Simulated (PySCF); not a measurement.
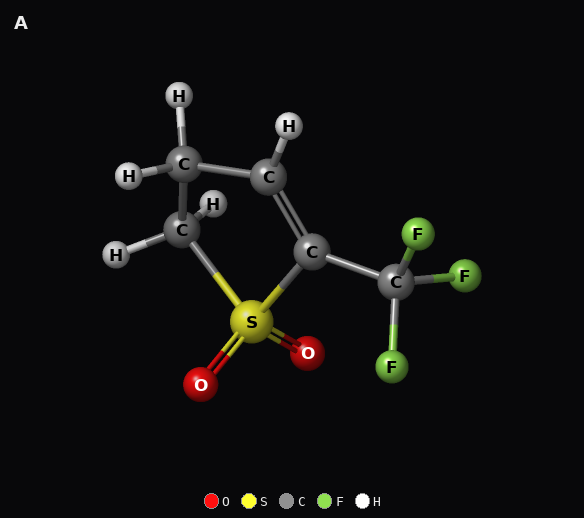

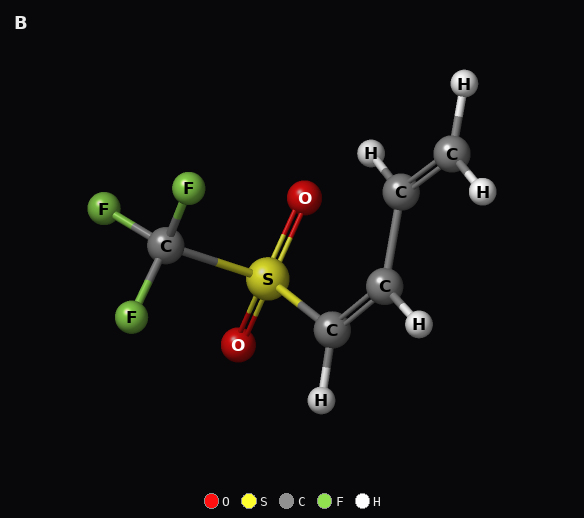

2 stationary structures of one formula. Geometries: GFN2-xTB. Electronic energies: PBE0/pcSseg-1 (PySCF 2.14.0), without zero-point energy. No frequency run is at hand to confirm each as a minimum. Each is one conformer, not always the lowest.

Question: Are they conformers, stereoisomers or constitutional isomers?

Answer: They are constitutional isomers of C5H5F3O2S: A `O=S1(=O)CCC=C1C(F)(F)F`, B `C=C/C=C\S(=O)(=O)C(F)(F)F`.

Question: Which structure is the most stable?

Answer: A is lowest; B lies 1.308 eV above it.
